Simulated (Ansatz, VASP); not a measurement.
**CdSe (Cadmoselite): VASP beside Ansatz**

Wanted: the spread between two codes on one cell, functional and k mesh. The cell is taken from a series of VASP runs on this material, whose earlier steps may have relaxed, scaled or displaced it; both programs get it as it stands. Valence electrons are named where the data sets of a main pair hold unlike numbers.

Main program and level: Ansatz 0.2.0; plane waves, with VASP 6.6.1 beside it; band structure at PBE with D3(BJ), single point at PBE with D3(BJ) and band structure at PBE with D3(BJ), spin-orbit coupling.

## Step 1: Set-up

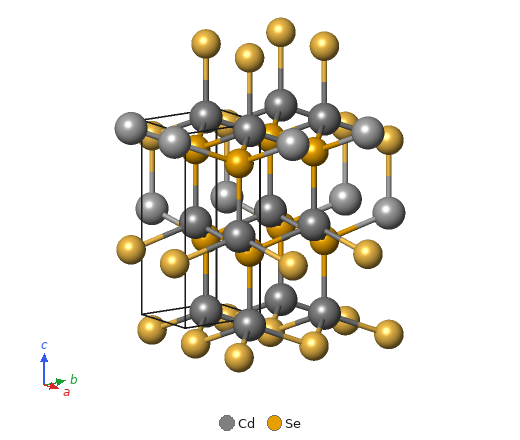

The starting structure, seen slightly off an axis (cadmium grey, selenium orange). 2×2×1 cells are drawn. Some periodic images of atoms are drawn too.

Coordinates:

```
Cd Se
1.0
     4.32009    0.00000    0.00000
    -2.16004    3.74131    0.00000
     0.00000    0.00000    7.05888
Cd Se
2 2
Cartesian
  0.0000 2.4942 0.0051
  2.1600 1.2471 3.5345
  0.0000 2.4942 2.6546
  2.1600 1.2471 6.1841
```

## Step 2: VASP: band structure, PBE with D3(BJ)

The same path points are solved in both programs, so levels can be compared one by one.

Lines of VASP's logs that name or quote its potential files are left out, and so is its time.

INCAR

```
SYSTEM = CdSe
PREC = Accurate
ENCUT = 400
EDIFF = 1E-06
NELM = 100
ISMEAR = 0
SIGMA = 0.05
LREAL = .FALSE.
ALGO = Normal
GGA = PE
IVDW = 12
NBANDS = 32
LORBIT = 11
LWAVE = .FALSE.
LCHARG = .FALSE.
KPAR = 4
```

POSCAR

```
CdSe
1.0
    4.3200884141      0.0000000000      0.0000000000
   -2.1600442071      3.7413063133      0.0000000000
    0.0000000000      0.0000000000      7.0588829386
Cd Se
2 2
Direct
    0.3333333333      0.6666666667      0.0007183513
    0.6666666667      0.3333333333      0.5007183513
    0.3333333333      0.6666666667      0.3760716487
    0.6666666667      0.3333333333      0.8760716487
```

KPOINTS

```
Automatic mesh
0
Gamma
6 6 3
0 0 0
```

KPOINTS_OPT

```
Line mode
16
Line-mode
Reciprocal
  0.00000000   0.00000000   0.00000000 GAMMA
  0.50000000   0.00000000   0.00000000 M

  0.50000000   0.00000000   0.00000000 M
  0.33333333   0.33333333   0.00000000 K

  0.33333333   0.33333333   0.00000000 K
  0.00000000   0.00000000   0.00000000 GAMMA

  0.00000000   0.00000000   0.00000000 GAMMA
  0.00000000   0.00000000   0.50000000 A

  0.00000000   0.00000000   0.50000000 A
  0.50000000   0.00000000   0.50000000 L

  0.50000000   0.00000000   0.50000000 L
  0.33333333   0.33333333   0.50000000 H

  0.33333333   0.33333333   0.50000000 H
  0.00000000   0.00000000   0.50000000 A

  0.50000000   0.00000000   0.50000000 L
  0.50000000   0.00000000   0.00000000 M

  0.33333333   0.33333333   0.00000000 K
  0.33333333   0.33333333   0.50000000 H
```

The projector-augmented-wave data sets are Cd and Se (PBE family, release 64).

Run with:

```sh
$ mpirun -np 4 vasp_std
```

Numbers of over 12 decimals in the logs are rounded to 6 here.

Log:

```text
[banner, memory and clock lines left out]
running    4 mpi-ranks, on    1 nodes
 distrk:  each k-point on    1 cores,    4 groups
 distr:  one band on    1 cores,    1 groups

 POSCAR found type information on POSCAR CdSe
 POSCAR found :  2 types and       4 ions
 LDA part: xc-table for (Slater+PW92), standard interpolation
 POSCAR, INCAR and KPOINTS ok, starting setup
 FFT: planning ... GRIDC
 FFT: planning ... GRID_SOFT
 FFT: planning ... GRID
 WAVECAR not read
 entering main loop
       N       E                     dE             d eps       ncg     rms          rms(c)
DAV:   1     0.210169072417E+03    0.21017E+03   -0.14466E+04   896   0.821E+02
DAV:   2    -0.174591686842E+01   -0.21191E+03   -0.20328E+03  1016   0.245E+02
DAV:   3    -0.116489081003E+02   -0.99030E+01   -0.98569E+01  1096   0.538E+01
DAV:   4    -0.117026080936E+02   -0.53700E-01   -0.53695E-01   928   0.398E+00
DAV:   5    -0.117029403148E+02   -0.33222E-03   -0.33222E-03  1112   0.280E-01    0.861E+00
DAV:   6    -0.109787212767E+02    0.72422E+00   -0.91940E-01  1080   0.874E+00    0.686E+00
DAV:   7    -0.109421775906E+02    0.36544E-01   -0.44544E-01  1048   0.296E+00    0.253E+00
DAV:   8    -0.109415315436E+02    0.64605E-03   -0.41444E-02  1016   0.172E+00    0.399E-01
DAV:   9    -0.109418274162E+02   -0.29587E-03   -0.48780E-03  1024   0.674E-01    0.874E-02
DAV:  10    -0.109419468033E+02   -0.11939E-03   -0.56730E-04  1064   0.226E-01    0.621E-02
DAV:  11    -0.109420538092E+02   -0.10701E-03   -0.18030E-04   992   0.621E-02    0.250E-02
DAV:  12    -0.109420562336E+02   -0.24245E-05   -0.49121E-06  1080   0.170E-02    0.782E-03
DAV:  13    -0.109420580706E+02   -0.18370E-05   -0.46413E-06   888   0.118E-02    0.249E-03
DAV:  14    -0.109420581831E+02   -0.11243E-06   -0.11545E-07   792   0.163E-03
   1 F= -.12196721E+02 E0= -.12196721E+02  d E =-.357022E-12
 Start KPOINTS_OPT (optional k-point list driver)
k-point batch [1-14\144]
       N       E                     dE             ncg
DAV:   1     0.393935099398E+03   -0.43375E+04      912
DAV:   2    -0.253803540255E+04   -0.29320E+04     1024
DAV:   3    -0.267266616786E+04   -0.13463E+03     1088
DAV:   4    -0.267345599643E+04   -0.78983E+00      920
DAV:   5    -0.267346119037E+04   -0.51939E-02     1104
DAV:   6    -0.267346126011E+04   -0.69734E-04      960
DAV:   7    -0.267346126141E+04   -0.13027E-05      992
DAV:   8    -0.267346126146E+04   -0.49772E-07      632
[...]
k-point batch [141-144\144]
       N       E                     dE             ncg
DAV:   1     0.996900747088E+04   -0.39894E+04      264
DAV:   2     0.916491937265E+04   -0.80409E+03      288
DAV:   3     0.912947875464E+04   -0.35441E+02      320
DAV:   4     0.912929004130E+04   -0.18871E+00      280
DAV:   5     0.912928888652E+04   -0.11548E-02      320
DAV:   6     0.912928887216E+04   -0.14354E-04      296
DAV:   7     0.912928887192E+04   -0.24218E-06      288
```

OUTCAR, selected parts (step 2):

```text
ion  position               nearest neighbor table
   1  0.333  0.667  0.001-   4 2.64   4 2.64   4 2.64   3 2.65
   2  0.667  0.333  0.501-   3 2.64   3 2.64   3 2.64   4 2.65
   3  0.333  0.667  0.376-   2 2.64   2 2.64   2 2.64   1 2.65
   4  0.667  0.333  0.876-   1 2.64   1 2.64   1 2.64   2 2.65

  LATTYP: Found a hexagonal cell.
 ALAT       =     4.3200884141
 C/A-ratio  =     1.6339672391

 Subroutine GETGRP returns: Found 12 space group operations
 (whereof  6 operations were pure point group operations)

The static configuration has the point symmetry C_3v.
 The point group associated with its full space group is C_6v.

 Found     14 irreducible k-points:

   k-points           NKPTS =     14   k-points in BZ     NKDIM =     14   number of bands    NBANDS=     32

   dimension x,y,z NGX =    28 NGY =   28 NGZ =   48
   dimension x,y,z NGXF=    56 NGYF=   56 NGZF=   96

   ENCUT  =  400.0 eV  29.40 Ry    5.42 a.u.   7.04  7.04 11.51*2*pi/ulx,y,z

   NELECT =      36.0000    total number of electrons

 k-points in reciprocal lattice and weights: Automatic mesh
   0.00000000  0.00000000  0.00000000       0.009
   0.16666667  0.00000000  0.00000000       0.056
   0.33333333 -0.00000000  0.00000000       0.056
   0.50000000  0.00000000  0.00000000       0.028
   0.16666667  0.16666667  0.00000000       0.056
   0.33333333  0.16666667  0.00000000       0.111
   0.33333333  0.33333333  0.00000000       0.019
   0.00000000  0.00000000  0.33333333       0.019
   0.16666667  0.00000000  0.33333333       0.111
[...]
0.33333333  0.16666667  0.33333333       0.222
   0.33333333  0.33333333  0.33333333       0.037

 average (electrostatic) potential at core
       1 -40.0629       2 -40.0629       3 -56.5213       4 -56.5213

 E-fermi :   1.0718

 k-point     1 :       0.0000    0.0000    0.0000
  band No.  band energies     occupation
    ...
     14       0.0978      2.00000
     15       0.0978      2.00000
     16       0.7889      2.00000
     17       0.8421      2.00000
     18       0.8421      2.00000
     19       1.4713      0.00000
     20       3.0367      0.00000
     21       6.7003      0.00000
     22       6.7003      0.00000
     23       6.9657      0.00000
    ...

 k-point     2 :       0.1667    0.0000    0.0000
  band No.  band energies     occupation
    ...
     14      -0.9253      2.00000
     15      -0.5522      2.00000
     16      -0.2142      2.00000
     17       0.5877      2.00000
     18       0.6536      2.00000
     19       2.7901      0.00000
     20       3.9800      0.00000
     21       6.0837      0.00000
     22       7.0567      0.00000
     23       7.0577      0.00000
    ...

 k-point     3 :       0.3333   -0.0000    0.0000
  band No.  band energies     occupation
    ...
     14      -2.1692      2.00000
     15      -1.7546      2.00000
     16      -0.7378      2.00000
     17       0.0062      2.00000
     18       0.2817      2.00000
     19       3.7872      0.00000
     20       4.2869      0.00000
     21       5.8892      0.00000
     22       6.6409      0.00000
     23       7.3250      0.00000
    ...

 Edisp (eV)   -1.25466

  Total      -0.00058    -0.00058     0.00185     0.00000     0.00000     0.00000
  in kB      -0.00814    -0.00814     0.02600     0.00000     0.00000     0.00000
  external pressure =        0.00 kB  Pullay stress =        0.00 kB

  energy-cutoff  :      400.00
  volume of cell :      114.09
      direct lattice vectors                 reciprocal lattice vectors
     4.320088414  0.000000000  0.000000000     0.231476744  0.133643160  0.000000000
    -2.160044207  3.741306313  0.000000000     0.000000000  0.267286321  0.000000000
     0.000000000  0.000000000  7.058882939     0.000000000  0.000000000  0.141665474

 POSITION                                       TOTAL-FORCE (eV/Angst)
 -----------------------------------------------------------------------------------
     -0.00000      2.49420      0.00507         0.000000      0.000000      0.002731
      2.16004      1.24710      3.53451        -0.000000      0.000000      0.002731
     -0.00000      2.49420      2.65465         0.000000     -0.000000     -0.002731
      2.16004      1.24710      6.18409        -0.000000      0.000000     -0.002731
 -----------------------------------------------------------------------------------
    total drift:                               -0.000000      0.000000     -0.000870

  FREE ENERGIE OF THE ION-ELECTRON SYSTEM (eV)
  ---------------------------------------------------
  free  energy   TOTEN  =       -12.1967211749 eV

  energy  without entropy=      -12.1967211749  energy(sigma->0) =      -12.19672117

 total charge
# of ion       s       p       d       tot
------------------------------------------
    1        0.441   0.307   9.552  10.300
    2        0.441   0.307   9.552  10.300
    3        1.443   2.393   0.021   3.857
    4        1.443   2.393   0.021   3.857
--------------------------------------------------
tot          3.770   5.399  19.146  28.314

[... 3 further parts left out ...]
```

Spin-orbit coupling is off here; it would split degenerate levels, and it lifts a valence top of Se p states by about 0.1 eV.

## Step 3: Ansatz: band structure, PBE with D3(BJ)

Ansatz runs on its default PAW (the set named soft_2) files.

The same cell, functional, mesh and smearing now go to Ansatz, which takes its cutoff from its data sets.

input.yaml

```yaml
crystal:
  lattice:
    - [4.3200884141, 0.0, 0.0]
    - [-2.1600442071, 3.7413063133, 0.0]
    - [0.0, 0.0, 7.0588829386]
  atoms:
    - { symbol: Cd, position: [0.3333333333, 0.6666666667, 0.0007183513] }
    - { symbol: Cd, position: [0.6666666667, 0.3333333333, 0.5007183513] }
    - { symbol: Se, position: [0.3333333333, 0.6666666667, 0.3760716487] }
    - { symbol: Se, position: [0.6666666667, 0.3333333333, 0.8760716487] }
hamiltonian:
  xc: pbe
  pseudopotentials: { kind: paw }
  dispersion: d3bj
kpoints:
  mp_grid: { grid: [6, 6, 3] }
  band_path:
    path:
      - [0.0, 0.0, 0.0]
      - [0.13333, 0.0, 0.0]
      - [0.3, 0.0, 0.0]
      - [0.46667, 0.0, 0.0]
      - [0.46667, 0.06667, 0.0]
      - [0.41111, 0.17778, 0.0]
      - [0.35556, 0.28889, 0.0]
      - [0.28889, 0.28889, 0.0]
      - [0.17778, 0.17778, 0.0]
      - [0.06667, 0.06667, 0.0]
      - [0.0, 0.0, 0.03333]
      - [0.0, 0.0, 0.2]
      - [0.0, 0.0, 0.36667]
      - [0.0, 0.0, 0.5]
      - [0.16667, 0.0, 0.5]
      - [0.3, 0.0, 0.5]
      - [0.46667, 0.0, 0.5]
      - [0.46667, 0.06667, 0.5]
      - [0.41111, 0.17778, 0.5]
      - [0.35556, 0.28889, 0.5]
      - [0.28889, 0.28889, 0.5]
      - [0.17778, 0.17778, 0.5]
      - [0.06667, 0.06667, 0.5]
      - [0.5, 0.0, 0.46667]
      - [0.5, 0.0, 0.3]
      - [0.5, 0.0, 0.13333]
      - [0.33333, 0.33333, 0.0]
      - [0.33333, 0.33333, 0.16667]
      - [0.33333, 0.33333, 0.33333]
      - [0.33333, 0.33333, 0.5]
    npoints: 1
scf:
  occupations: { method: gaussian, width: 0.05 }
  n_extra_bands: 8
output:
  forces: true
  stress: true
  eigenvalues: true
  write_density: true
  write_potential: true
  elf: true
  volumetric_format: npy
```

Run with:

```sh
$ ansatz run input.yaml --threads 2 --pin off --max-ram 4608MiB --backend cpu --events-out ev --progress --plain --runs-dir out
```

Log:

```text
scf.n_extra_bands = 8 over 36 filled bands (N_el = 72.0): the run solves 44 bands
Engine: ansatz 0.2.0, aarch64-unknown-linux-gnu
Pseudopotentials: kind: paw
Pseudopotential: Cd, paw, valence charge 20, recommended cutoff 420 eV (normal), Cd.paw.azcp
Pseudopotential: Se, paw, valence charge 16, recommended cutoff 420 eV (normal), Se.paw.azcp
Functional definition: PBE
  parameter kappa = 0.804
  parameter beta = 0.066725
  exchange = pbe_x(kappa = kappa, mu = beta*pi^2/3)
  correlation = pbe_c(beta = beta)
Crystal: 4 atoms, lattice volume = 114.091 Å³
Basis set: ecut = 420 eV, 2249 PW (Γ), exchange–correlation on 60×60×96 points (8 copies of the dense FFT grid, shifted against one another)
Bands: 44, of which v1, the nominal top of the filled ones, is band 36 counted from 1 (35 counted from 0)
Symmetry: 12 space group operations
Space group: P63mc (ITA 186), of the structure as read, at distance tolerance 4.9e-5 Å
k-points: 14 of 108 (time reversal used)
Non-local potential: Cd, projectors of the file, l = 0: 3, l = 1: 2, l = 2: 2, l = 3: 1
Non-local potential: Se, projectors of the file, l = 0: 2, l = 1: 2, l = 2: 3, l = 3: 1
PAW form: soft (Blöchl's): semilocal exchange-correlation on the pseudo side does not see the compensation charge
PAW one-centre angular grid: Cd, 590 points (default); XC on 64 Gauss nodes
PAW one-centre angular grid: Se, 590 points (default); XC on 64 Gauss nodes
Initial density: superposition of atomic densities (neutral atoms: chi_scale 0, normalization atom), corrected by the library's trained network
Initial wavefunctions: pseudopotential atomic-orbital guess
Functional: x = pbe(κ = 0.804, μ = 0.219515), c = pbe(β = 0.066725)
SCF iter   1: F=—  HF=-27450.805261 eV  |F-HF|=—  |Δ(HF+E_count)|=         —  Δρ=8.35e-4  dr2=1.61e-3  ethr=1.77e-3  ⟨swp⟩=6.3  Hψ=2247  notcnv=0  defer=13
preconditioner: auto → Resta (q_TF=auto, 2.527 Å⁻¹)  ε∞=4.0  [insulator: Δε(μ)=0.620 eV  Ē_g=12.084 eV  σ=0.050 eV  W_gap=1.00  n_scr=34 (ndim 8)  ℏωp=20.9 eV  f_vac=0.206  D(μ)=0.00/eV (n_scr^D=0)  ε∞_Penn≈4.0]
SCF iter   2: F=—  HF=-27450.806381 eV  |F-HF|=—  |Δ(HF+E_count)|=   1.12e-3  Δρ=4.84e-4  dr2=4.88e-4  ethr=2.23e-6  ⟨swp⟩=2.0  Hψ=980  notcnv=0  defer=18
SCF iter   3: F=—  HF=-27450.806442 eV  |F-HF|=—  |Δ(HF+E_count)|=   6.16e-5  Δρ=2.20e-4  dr2=4.06e-5  ethr=6.78e-7  ⟨swp⟩=2.0  Hψ=827  notcnv=0  defer=18
SCF iter   4: F=—  HF=-27450.806421 eV  |F-HF|=—  |Δ(HF+E_count)|=   2.15e-5  Δρ=9.65e-5  dr2=1.14e-5  ethr=5.64e-8  ⟨swp⟩=2.6  Hψ=1059  notcnv=0  defer=18
SCF iter   5: F=—  HF=-27450.806436 eV  |F-HF|=—  |Δ(HF+E_count)|=   1.55e-5  Δρ=3.53e-5  dr2=2.18e-6  ethr=1.59e-8  ⟨swp⟩=2.0  Hψ=825  notcnv=0  defer=18
SCF iter   6: F=-27450.806438 eV  HF=-27450.806438 eV  |F-HF|=1.92e-7  |Δ(HF+E_count)|=   1.65e-6  Δρ=9.61e-6  dr2=9.67e-8  ethr=1.39e-10  ⟨swp⟩=10.6  Hψ=4251  notcnv=0
SCF 1 converged in 6 iterations: F = -27450.806438 eV  dr2 = 9.67e-8
  greatest PAW one-centre occupation: 1.000 electrons in one spin orbital (limit 2), on the Cd atom at site 1 (counted from 0), in its partial waves of l = 0
NSCF: frozen V_eff on 30 k-points
SCF converged after 6 iterations
Free energy (F): -27450.806438 eV
Harris-Foulkes:  -27450.806438 eV  (|F-HF|=1.92e-7)
Internal energy: -27450.806438 eV  (E = F + TS)
E sigma→0 (E₀):  -27450.806438 eV
Fermi energy:    7.603003 eV
--- Per-component energies (eV) ---
  E_band       = -1791.717949
  E_kinetic    = 1247.502169
  E_local      = -12839.911312  (includes V_loc(G=0)·N_el)
  E_nonlocal   = -1124.592331
  E_hartree    = 6103.786737
  E_xc         = -562.074663
  E_vxc        = -639.838052  (∫ρ·V_xc dr)
  E_paw        = -11989.360104  (= ΣΔE_a)
  E_vpaw       = -642.459708  (= ΣTr[D̂ρ^β])
  E_aug_tail   = -0.001163  (compensation charges beyond the density's cutoff)
  E_ewald      = -8284.900793
  E_disp       = -1.254979  (pairwise vdW)
  E_smearing   = -0.000000  (= −TS)
  E_closure    = -0.000000  (closes the sum)
  Σ components = -27450.806438   (vs F -27450.806438, Δ=0.00e0)
--- Forces (eV/Å), atoms counted from 1 ---
  atom   1  Cd    -0.00000000     0.00000000     0.00188304
  atom   2  Cd     0.00000000    -0.00000000     0.00188304
  atom   3  Se     0.00000000     0.00000000    -0.00187269
  atom   4  Se     0.00000000    -0.00000000    -0.00187269
  max |Σ_I F_I| component: 2.07e-5 eV/Å
--- Stress (GPa, compression-positive) ---
        0.071642       0.000000      -0.000000
        0.000000       0.071642       0.000000
       -0.000000       0.000000       0.071759
  P = ⅓ Tr σ = 0.0717 GPa (0.717 kbar)
--- Band table (eV; the first three rows and the last of 14) ---
  k-point 0: bands = [... 32 lower, 6.5434, 7.2322, 7.2855, 7.2855, 7.9178, 9.4867, 13.1574, 13.1574, ... 4 higher]
  k-point 1: bands = [... 32 lower, 6.7169, 6.7169, 7.0868, 7.0868, 9.2954, 9.6247, 12.8931, 13.3228, ... 4 higher]
  k-point 2: bands = [... 32 lower, 5.8966, 6.2326, 7.0318, 7.0977, 9.2322, 10.4271, 12.5319, 13.5087, ... 4 higher]
  k-point 13: bands = [... 32 lower, 4.5983, 5.2526, 5.9974, 5.9974, 11.2764, 11.2764, 12.3205, 13.5754, ... 4 higher]
```

It took 15 s on 2 threads of Arm Neoverse N1, shared host; peak memory 0.41 GiB.

## Step 4: Differences

Known differences besides the potentials themselves: the data sets hold 72 valence electrons in Ansatz (on its default PAW (the set named soft_2) files) and 36 in VASP; the cutoff is 420 eV in Ansatz and 400 eV in VASP; VASP leaves aspherical gradient terms in its spheres out (LASPH is not set), Ansatz keeps them. Total energies have different zeros and are not compared.

Compared:

| quantity | Ansatz | VASP | difference |
| --- | --- | --- | --- |
| pressure (GPa) | 0.07 | 0.00 | +0.07 |
| gap over the path points (eV) | 0.632 | 0.629 | +0.003 |

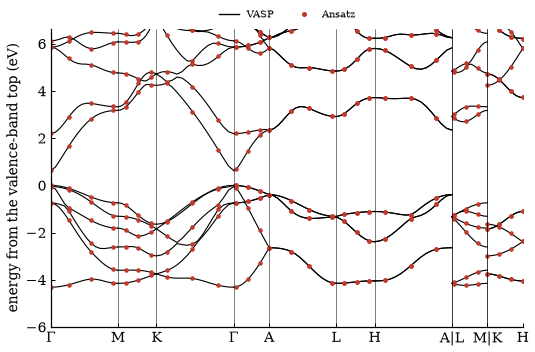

Bands from VASP (lines) and levels from Ansatz (dots). Dots without a line are higher empty bands that the VASP plot leaves out.

Levels at points of the path, from each program's valence-band top (eV; 4 filled, then empty):

| k (reciprocal lattice) | Ansatz | VASP |
| --- | --- | --- |
| 0.000 0.000 0.000 | -0.74 -0.05 0.00 0.00 0.63 2.20 5.87 | -0.74 -0.05 0.00 0.00 0.63 2.19 5.86 |
| 0.133 0.000 0.000 | -1.08 -0.95 -0.18 -0.12 1.66 2.90 5.38 | -1.08 -0.96 -0.18 -0.12 1.67 2.90 5.37 |
| 0.300 0.000 0.000 | -2.44 -1.48 -0.70 -0.49 2.81 3.48 5.11 | -2.45 -1.49 -0.70 -0.49 2.81 3.47 5.11 |
| 0.467 0.000 0.000 | -2.61 -1.80 -1.28 -0.73 3.17 3.35 4.79 | -2.62 -1.80 -1.28 -0.73 3.17 3.34 4.78 |
| 0.467 0.067 0.000 | -2.59 -1.89 -1.32 -0.84 3.32 3.52 4.74 | -2.60 -1.90 -1.33 -0.84 3.32 3.51 4.73 |
| 0.411 0.178 0.000 | -2.65 -2.14 -1.46 -1.27 3.94 4.33 4.53 | -2.66 -2.15 -1.46 -1.28 3.95 4.32 4.51 |
| 0.356 0.289 0.000 | -2.94 -1.97 -1.70 -1.61 4.27 4.58 4.79 | -2.94 -1.98 -1.71 -1.61 4.26 4.58 4.79 |
| 0.289 0.289 0.000 | -2.82 -2.14 -1.53 -1.52 4.34 4.39 4.82 | -2.83 -2.14 -1.54 -1.53 4.33 4.39 4.83 |
| 0.178 0.178 0.000 | -2.48 -1.77 -0.77 -0.70 3.13 4.19 5.14 | -2.49 -1.77 -0.77 -0.70 3.13 4.18 5.14 |
| 0.067 0.067 0.000 | -1.02 -0.81 -0.15 -0.11 1.51 2.77 5.47 | -1.02 -0.81 -0.15 -0.11 1.51 2.77 5.46 |

Among the levels compared at these points, filled levels agree within 9 meV and empty ones within 14 meV. Ansatz's pressure holds a Pulay correction of 0.03 GPa; VASP's holds none.

[end of part 1 of 2]

[Lines on the potential files, build, host, timing and source positions are cut from VASP's logs without a mark.]

[Logs are printed without paths, hosts, clocks, repeated set-up lines and the standing remarks that a program may print on its own settings, such as how far it seeks lower states.]

[Hosts, paths, dates, database ids (printed as entryN), source tags and the programs' standing remarks are cut or masked in the printed files.]
